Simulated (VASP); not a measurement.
Band structure of BeTe (zinc blende). Calculation: r2SCAN+rVV10, VASP's PBE PAW potentials (set 64) (plane waves; VASP).

Unless said otherwise, spin-orbit coupling is left out, though it shifts the bands of the heavy elements here.

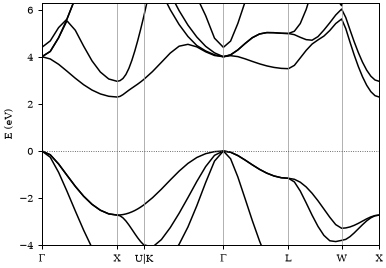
*Bands along high-symmetry lines, zero at the valence-band maximum or, without a gap, the Fermi level*

Q: Read the plot: is there a gap, and where are the band edges?

A: The gap is indirect, 2.29 eV, from the valence maximum at Γ to the conduction minimum at X.

Measured: gap 2.80 eV (computed value off by -0.51 eV), as given by Das et al., (2018), arXiv:1807.05623.

The compound is BeTe in the zinc blende structure. It was relaxed first.
